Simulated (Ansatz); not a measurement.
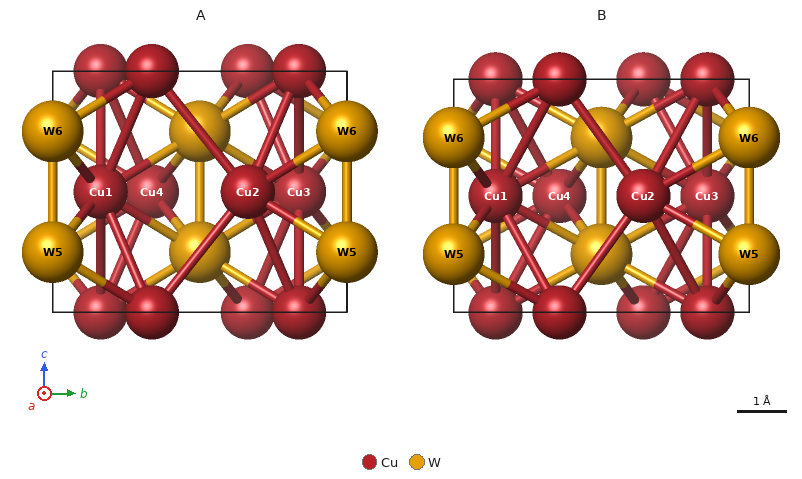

Two geometries of solid Cu$_{2}$W (a generated structure, set up in I4/mcm), drawn at one scale. One is the start of a relaxation, the other its converged end. The picture is a ball-and-stick view of the conventional cell (2 times the calculation's cell), seen along the a axis. Lengths and directions refer to the drawn axes.

Level of theory: DFT PBE, scalar-relativistic, plane waves, PAW (Ansatz). Settings: plane-wave cutoff 420 eV; k-point mesh 10 × 10 × 10; occupations gaussian; smearing width 0.1 eV; no spin polarisation; cell and atoms relaxed; force threshold 0.01 eV/Å; at most 80 steps.

### Which geometry has the lower energy?

Structure B is the relaxed one. The largest moves relative to the cell, 0.18 Å, are those of Cu1, Cu2, Cu3 and Cu4. Cu3 goes along [1 1 0]. W stays in place. Cell: a = b 6.113 → 6.140 Å (+0.4 %), c 5.012 → 4.841 Å (−3.4 %). Volume −2.6 %. Among the contacts that change: Cu1–Cu3 2.818 → 2.463 Å, Cu1–Cu2 3.202 → 2.982 Å, Cu1–Cu3 (another image) 2.923 → 3.064 Å, W5–W6 2.506 → 2.421 Å. The space group stays I4/mcm (No. 140). After 4 accepted moves (6 points after the start) the energy has fallen by 55.5 meV per atom. The largest force component goes from 0.38 to 0.0015 eV/Å. Pressure: 0.67 GPa at the start and 0.01 GPa at the end. The line search rejected the trial step at point 2 of the run. The SCF was repeated once at an unchanged geometry on a basis and grid sized afresh for the cell, which shifted the energy by 0.2 meV per atom at most. The run took 8.6 min on 1 thread of Arm Neoverse N1 (shared host), peak memory 0.68 GiB.
